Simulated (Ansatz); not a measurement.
# Run report: WH2ClOF3, geometry relaxation (part 2 of 2)

WH2ClOF3; RKS PBE/def2-SVP (Ansatz 0.2.0). It belongs to a series of runs on one base structure; here: start relaxed.

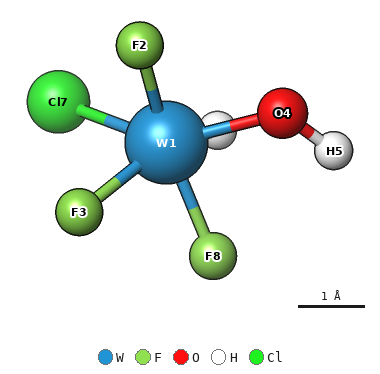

**Figure 1.** The geometry at step 19 of the log (ball-and-stick view, seen at a tilt; atoms are numbered from 1 in the order of the input).

Trajectory as extended XYZ, continued:
```
8
Properties=species:S:1:pos:R:3:forces:R:3 step=8 energy=-24558.46439
W     0.1605    0.0429   -0.0453    0.1812   0.1058   0.0811
F     0.0845    0.1658    1.8144    0.0138   0.0407   0.0005
F     2.0473   -0.3238    0.0400   -0.1507  -0.0593  -0.0065
O    -0.2323    1.8575   -0.1700    0.0788  -0.2299  -0.0107
H    -0.9874    2.4301   -0.3805   -0.1454   0.1718  -0.0304
H    -1.5759   -0.0623   -0.1195    0.0550  -0.0759  -0.0096
Cl   -0.2300   -2.2287    0.0599   -0.0346  -0.0266   0.0027
F     0.2291   -0.0544   -1.9090    0.0019   0.0733  -0.0271
8
Properties=species:S:1:pos:R:3:forces:R:3 step=9 energy=-24558.48275
W     0.1718    0.0572   -0.0502    0.1948   0.0412   0.0890
F     0.1138    0.2233    1.8092    0.0200   0.0142  -0.0351
F     2.0309   -0.4223    0.0352   -0.1945   0.0111  -0.0260
O    -0.2618    1.8608   -0.1827   -0.0015  -0.0907  -0.0069
H    -1.0330    2.4316   -0.3395   -0.0758   0.1165  -0.0171
H    -1.5528   -0.0977   -0.1493    0.0595   0.0086  -0.0105
Cl   -0.2419   -2.2105    0.0817   -0.0264  -0.1347   0.0140
F     0.2686   -0.0154   -1.9145    0.0239   0.0338  -0.0075
8
Properties=species:S:1:pos:R:3:forces:R:3 step=10 energy=-24558.48591
W     0.1847    0.0707   -0.0547    0.2051  -0.1531   0.0327
F     0.1581    0.2909    1.8028    0.0547  -0.0330  -0.1061
F     2.0032   -0.5453    0.0178   -0.2386   0.1897  -0.0104
O    -0.3101    1.8599   -0.2001   -0.2668   0.2087  -0.0130
H    -1.1004    2.4352   -0.2842    0.2852  -0.1871   0.0241
H    -1.5220   -0.1120   -0.1927    0.0185  -0.0200  -0.0305
Cl   -0.2562   -2.2057    0.1204   -0.0702   0.0071   0.0118
F     0.3383    0.0334   -1.9192    0.0120  -0.0123   0.0914
8
Properties=species:S:1:pos:R:3:forces:R:3 step=11 energy=-24558.49469
W     0.1749    0.0654   -0.0457    0.1380  -0.1231  -0.0222
F     0.1902    0.2796    1.8096    0.0000  -0.0007  -0.0048
F     1.9944   -0.5333   -0.0057   -0.1182   0.1203  -0.0759
O    -0.3209    1.8529   -0.1693   -0.1173   0.1609  -0.0163
H    -1.0943    2.4367   -0.2923    0.1107  -0.0799   0.0093
H    -1.5275   -0.1170   -0.2613    0.0541  -0.0328  -0.0235
Cl   -0.2656   -2.2030    0.1667   -0.0849  -0.0280   0.0015
F     0.3445    0.0458   -1.9119    0.0177  -0.0166   0.1318
8
Properties=species:S:1:pos:R:3:forces:R:3 step=12 energy=-24558.50826
W     0.1542    0.0543   -0.0085   -0.0819  -0.3369  -0.3789
F     0.2557    0.2714    1.8418   -0.0207   0.0037   0.1729
F     1.9792   -0.5000   -0.1097   -0.0959   0.0691   0.0595
O    -0.3464    1.8410   -0.0940   -0.1006   0.1441   0.0026
H    -1.0856    2.4437   -0.2985    0.0557  -0.0847  -0.0168
H    -1.5190   -0.1592   -0.4517    0.3629   0.1129   0.0902
Cl   -0.3200   -2.1936    0.2857   -0.0228   0.0238   0.0483
F     0.3776    0.0695   -1.8751   -0.0968   0.0682   0.0222
8
Properties=species:S:1:pos:R:3:forces:R:3 step=13 energy=-24558.51550
W     0.1611    0.0409   -0.0076   -0.1413   0.0802  -0.1081
F     0.2425    0.2522    1.8478   -0.0178   0.0226   0.0776
F     1.9961   -0.4750   -0.1085   -0.0648  -0.0211  -0.0455
O    -0.3419    1.8299   -0.0933    0.0066   0.0944   0.0916
H    -1.0841    2.4223   -0.3152    0.0410  -0.0925  -0.0194
H    -1.5038   -0.1198   -0.4506    0.1572  -0.0754   0.0400
Cl   -0.3275   -2.1978    0.2934   -0.0088   0.0299  -0.0123
F     0.3531    0.0744   -1.8760    0.0280  -0.0380  -0.0239
8
Properties=species:S:1:pos:R:3:forces:R:3 step=15 energy=-24558.52205
W     0.1566    0.0453    0.0041    0.0478  -0.0979  -0.0114
F     0.2619    0.2565    1.8648    0.0036   0.0023  -0.0369
F     1.9752   -0.4919   -0.1507    0.0153   0.0127   0.0323
O    -0.3552    1.8340   -0.0430   -0.0923   0.1065   0.0000
H    -1.0853    2.4086   -0.3401    0.0608  -0.0706  -0.0229
H    -1.4665   -0.1455   -0.5155    0.0092   0.0013   0.0699
Cl   -0.3462   -2.1838    0.3385   -0.0442  -0.0066  -0.0067
F     0.3552    0.1039   -1.8681   -0.0002   0.0523  -0.0242
8
Properties=species:S:1:pos:R:3:forces:R:3 step=16 energy=-24558.52519
W     0.1616    0.0467    0.0089    0.0343  -0.0609   0.0036
F     0.2665    0.2604    1.8693    0.0157  -0.0229  -0.0690
F     1.9769   -0.4976   -0.1506    0.0361  -0.0132   0.0307
O    -0.3599    1.8340   -0.0363   -0.0941   0.1201   0.0041
H    -1.0876    2.3946   -0.3654    0.0740  -0.0772  -0.0194
H    -1.4595   -0.1472   -0.4937   -0.0620   0.0267   0.0041
Cl   -0.3584   -2.1826    0.3225    0.0082  -0.0174   0.0230
F     0.3561    0.1188   -1.8647   -0.0121   0.0449   0.0228
8
Properties=species:S:1:pos:R:3:forces:R:3 step=17 energy=-24558.52974
W     0.1638    0.0467    0.0202    0.0573  -0.0736  -0.0355
F     0.2875    0.2500    1.8794    0.0247   0.0221  -0.0893
F     1.9741   -0.5085   -0.1600    0.0082  -0.0239   0.0355
O    -0.3769    1.8322   -0.0073   -0.3341   0.3086  -0.0910
H    -1.0834    2.3686   -0.4317    0.3247  -0.2602   0.1328
H    -1.4531   -0.1474   -0.4796   -0.0904   0.0357  -0.0504
Cl   -0.3747   -2.1816    0.3228    0.0425  -0.0261   0.0144
F     0.3584    0.1670   -1.8539   -0.0329   0.0175   0.0835
8
Properties=species:S:1:pos:R:3:forces:R:3 step=18 energy=-24558.55423
W     0.1552    0.0406    0.0299    0.0265  -0.0968   0.1230
F     0.3618    0.2703    1.8752   -0.0144   0.0160  -0.0263
F     1.9523   -0.5459   -0.1718   -0.0271  -0.0046  -0.0205
O    -0.4403    1.8199    0.0714   -0.1316   0.1534  -0.0013
H    -1.0487    2.3033   -0.5230    0.1150  -0.0892   0.0279
H    -1.4495   -0.1526   -0.5210   -0.0021   0.0070   0.0115
Cl   -0.3997   -2.1783    0.3510   -0.0050  -0.0736   0.0582
F     0.3646    0.2697   -1.8216    0.0387   0.0879  -0.1726
8
Properties=species:S:1:pos:R:3:forces:R:3 step=19 energy=-24558.49669 accepted=F
W     0.1397    0.0245    0.0420    0.2489   0.1211  -0.0607
F     0.4427    0.2881    1.8711   -0.1503  -0.0179  -0.1407
F     1.9157   -0.5942   -0.2247   -0.1555   0.0350  -0.0486
O    -0.5448    1.7949    0.1919   -0.9419   0.8260  -2.0707
H    -0.9642    2.2138   -0.6686    1.0131  -0.9671   2.0795
H    -1.4413   -0.1785   -0.5769    0.1112  -0.0556   0.0045
Cl   -0.4341   -2.1811    0.4350   -0.0495   0.0004   0.1074
F     0.3819    0.4596   -1.7798   -0.0760   0.0579   0.1295
8
Properties=species:S:1:pos:R:3:forces:R:3 step=20 energy=-24558.57191
W     0.1520    0.0304    0.0270    0.0696   0.0401   0.0627
F     0.3775    0.2872    1.8669    0.0050  -0.0089  -0.0663
F     1.9344   -0.5785   -0.2033   -0.0495  -0.0061  -0.0267
O    -0.4680    1.8105    0.1096   -0.2418   0.0735  -0.0281
H    -1.0252    2.2733   -0.5519    0.1932  -0.1229   0.0739
H    -1.4358   -0.1816   -0.5593    0.0219   0.0181  -0.0032
Cl   -0.4161   -2.1803    0.4129   -0.0120  -0.0025   0.0301
F     0.3768    0.3661   -1.8119    0.0136   0.0086  -0.0424
8
Properties=species:S:1:pos:R:3:forces:R:3 step=21 energy=-24558.58820
W     0.1558    0.0296    0.0266   -0.1015  -0.0834  -0.0621
F     0.4038    0.2943    1.8607    0.0189   0.0029  -0.0181
F     1.9194   -0.6067   -0.2383   -0.0266   0.0247  -0.0366
O    -0.5404    1.7874    0.1704   -0.3385   0.3461  -0.6436
H    -0.9783    2.2408   -0.6006    0.3984  -0.3817   0.5965
H    -1.4148   -0.1927   -0.5956    0.0689  -0.0465  -0.0078
Cl   -0.4350   -2.1693    0.4693   -0.0056   0.0513   0.0374
F     0.3851    0.4436   -1.8024   -0.0140   0.0867   0.1343
8
Properties=species:S:1:pos:R:3:forces:R:3 step=22 energy=-24558.59595
W     0.1383    0.0156    0.0274    0.2398   0.1325  -0.2149
F     0.4216    0.2860    1.8559   -0.0680   0.0477  -0.0132
F     1.9006   -0.6015   -0.2808   -0.1850  -0.0167  -0.0405
O    -0.5763    1.7687    0.1921   -0.4403   0.4068  -0.8002
H    -0.9009    2.2240   -0.6427    0.3961  -0.5207   0.9234
H    -1.4030   -0.2623   -0.6367    0.0576   0.0487  -0.0332
Cl   -0.4605   -2.1655    0.5481    0.0226   0.0180   0.0256
F     0.3758    0.5621   -1.7732   -0.0227  -0.1163   0.1528
8
Properties=species:S:1:pos:R:3:forces:R:3 step=23 energy=-24558.61125
W     0.1386    0.0173    0.0229    0.1265  -0.1073  -0.1086
F     0.3947    0.2944    1.8556    0.0181   0.0256   0.0090
F     1.8867   -0.6206   -0.3059   -0.1039   0.0684  -0.0123
O    -0.6112    1.7515    0.2045   -0.1095   0.3133  -0.4301
H    -0.8586    2.2288   -0.6270    0.1012  -0.2526   0.4221
H    -1.3929   -0.2440   -0.6665    0.0354  -0.1423   0.0549
Cl   -0.4256   -2.1638    0.5835   -0.0990   0.0674  -0.0413
F     0.3639    0.5636   -1.7771    0.0313   0.0275   0.1063
8
Properties=species:S:1:pos:R:3:forces:R:3 step=24 energy=-24558.61958
W     0.1461    0.0226    0.0153    0.1130  -0.1673   0.1118
F     0.4186    0.3021    1.8447    0.0262   0.0328   0.0339
F     1.8785   -0.6474   -0.3156   -0.0340   0.0447  -0.0172
O    -0.6261    1.7488    0.2083   -0.0845   0.1663  -0.3313
H    -0.8869    2.2153   -0.6213    0.0827  -0.1528   0.3049
H    -1.3688   -0.2656   -0.6752   -0.0718  -0.0657  -0.0482
Cl   -0.4577   -2.1475    0.6008   -0.0368   0.0957  -0.0339
F     0.3919    0.5989   -1.7669    0.0053   0.0464  -0.0200
8
Properties=species:S:1:pos:R:3:forces:R:3 step=25 energy=-24558.62382
W     0.1538    0.0181    0.0157   -0.0926  -0.0306   0.0359
F     0.4417    0.3175    1.8411    0.0140  -0.0364   0.0314
F     1.8809   -0.6516   -0.3289   -0.0250  -0.0138   0.0040
O    -0.6419    1.7355    0.2105    0.0390  -0.0507   0.0273
H    -0.8929    2.2050   -0.6100   -0.0282   0.0204  -0.0390
H    -1.3517   -0.2880   -0.6973    0.0055   0.0214  -0.0216
Cl   -0.4957   -2.1319    0.6156    0.0558   0.0567   0.0277
F     0.4016    0.6224   -1.7568    0.0314   0.0331  -0.0658
8
Properties=species:S:1:pos:R:3:forces:R:3 step=26 energy=-24558.62455
W     0.1585    0.0148    0.0098    0.0513   0.0599  -0.0129
F     0.4716    0.3245    1.8305    0.0052  -0.0368   0.0205
F     1.8778   -0.6816   -0.3297   -0.0529  -0.0032   0.0167
O    -0.6442    1.7268    0.2118    0.0058  -0.0857   0.0969
H    -0.9517    2.1916   -0.5902   -0.0037   0.0424  -0.0982
H    -1.3399   -0.2700   -0.7289   -0.0095  -0.0353   0.0085
Cl   -0.5145   -2.1157    0.6399    0.0109   0.0615  -0.0131
F     0.4381    0.6366   -1.7531   -0.0071  -0.0027  -0.0185
8
Properties=species:S:1:pos:R:3:forces:R:3 step=27 energy=-24558.62606
W     0.1573    0.0184    0.0100   -0.0158   0.0055   0.0012
F     0.4643    0.3171    1.8338    0.0107  -0.0010   0.0157
F     1.8724   -0.6792   -0.3360   -0.0126   0.0062  -0.0001
O    -0.6526    1.7270    0.2152   -0.0004  -0.0425   0.0046
H    -0.9268    2.1941   -0.6001    0.0041   0.0140  -0.0087
H    -1.3385   -0.2868   -0.7254    0.0063   0.0067  -0.0052
Cl   -0.5094   -2.1120    0.6450    0.0045   0.0127   0.0021
F     0.4289    0.6484   -1.7525    0.0031  -0.0017  -0.0096
8
Properties=species:S:1:pos:R:3:forces:R:3 step=28 energy=-24558.62634
W     0.1569    0.0177    0.0087    0.0109   0.0140   0.0049
F     0.4714    0.3179    1.8323    0.0005  -0.0046   0.0024
F     1.8699   -0.6825   -0.3396   -0.0082   0.0019   0.0002
O    -0.6623    1.7203    0.2173    0.0014  -0.0060  -0.0177
H    -0.9251    2.1960   -0.5973    0.0010  -0.0021   0.0110
H    -1.3333   -0.2912   -0.7350   -0.0033  -0.0007  -0.0045
Cl   -0.5145   -2.1063    0.6547   -0.0013  -0.0045   0.0047
F     0.4327    0.6553   -1.7511   -0.0011   0.0019  -0.0010
```

The run was set up as follows.

Input:
```yaml
crystal:
  periodic: [false, false, false]
  atoms:
    - { symbol: W, position_ang: [0.0, 0.0, 0.0] }
    - { symbol: F, position_ang: [0.0, 0.0, 1.85] }
    - { symbol: F, position_ang: [1.85, 0.0, 0.0] }
    - { symbol: O, position_ang: [0.0, 1.94, 0.0] }
    - { symbol: H, position_ang: [-0.6343, 2.2771, -0.71] }
    - { symbol: H, position_ang: [-1.72, 0.0, 0.0] }
    - { symbol: Cl, position_ang: [0.0, -2.39, 0.0] }
    - { symbol: F, position_ang: [0.0, 0.0, -1.85] }
basis:
  gaussian: { orbitals: def2-SVP }
hamiltonian:
  xc: pbe
relax:
  f_tol: 0.02
  max_steps: 40
```

Launched with:
```bash
ansatz run input.yaml --threads 2 --pin off --max-ram 3072MiB --backend cpu --events-out ev --progress --plain --runs-dir out
```

Results in brief:

| quantity | value |
| --- | --- |
| outcome | converged |
| total energy | −24558.6264 eV |
| mean-field energy | −24558.6264 eV |
| largest force (length of the vector) at the end | 0.019 eV/Å |
| hardware | 2 threads of Arm Neoverse V2, 24 GiB of memory available, shared host |
| wall time | 75 s (CPU time 2.4 min) |
| peak memory | 0.17 GiB |
